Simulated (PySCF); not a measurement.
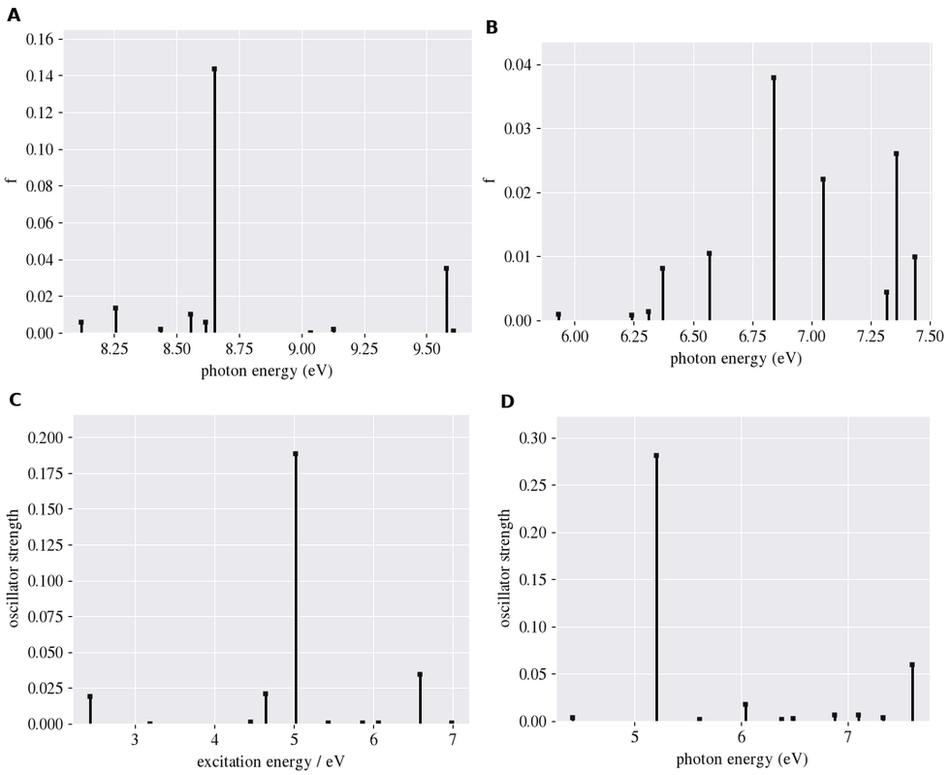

Vertical TDDFT excitations, PBE0/def2-SVPD with PySCF, at a PBE0-D3(BJ)/def2-SVP geometry (no frequency check), gas phase. Each panel shows the lowest singlet states that were computed.

Assign the panels.
1. C₆H₁₃AlO₃, SMILES CC(=O)O[C@H]1CCC[O+]1[AlH3-], singlet
2. C₇H₁₁ClO, SMILES C/C(=C/C(C)C)C(=O)Cl
3. C₅H₄BF₃O₃, SMILES O=C(C1=[O+][BH2-]OC=C1)C(F)(F)F
4. C₅H₁₂P⁺, SMILES C[PH+](C)C1CC1

A: 4 (S1 at 8.12 eV, brightest at 8.65 eV)
B: 1 (S1 at 5.93 eV, brightest at 6.84 eV)
C: 3 (S1 at 2.44 eV, brightest at 5.02 eV)
D: 2 (S1 at 4.42 eV, brightest at 5.20 eV)

Caveats, for all or some of the runs: core orbitals are frozen in the response; one conformer of a flexible molecule; states above the negative HOMO energy depend on the basis.
